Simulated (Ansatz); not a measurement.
Formation energy of the bound charge states of Ag interstitial in alpha quartz (start: void with 6O2Si nearest; 72-site cell, 2×2×2 Γ-centred sampling) against the Fermi level, O-rich (Δμ(Ag) = -0.14 eV, bounded by Ag2O (Pn-3m); only phases computed here count, gases as isolated molecules at 0 K). Computed with PBE, PAW (plane waves to 420 eV; Ansatz, a program for electronic structure).

Set-up: 72-site cell; 2×2×2 Γ-centred k-points; host gap 5.68 eV; charged states image-corrected; energies good to tenths of an eV; flagged in the runs: a host whose relaxation on this sampling wasn't shown to rest, a strain field that reaches the edge of the cell.

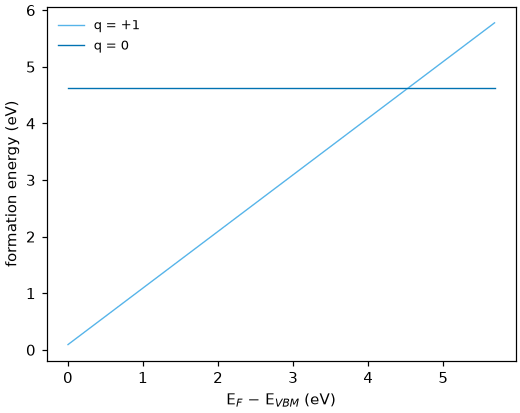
Formation energy of each charge state against the Fermi level

Crossings of the lowest lines: (+1/0) at 4.52 eV. At the valence-band maximum: q = +1: 0.093 eV; q = 0: 4.62 eV.
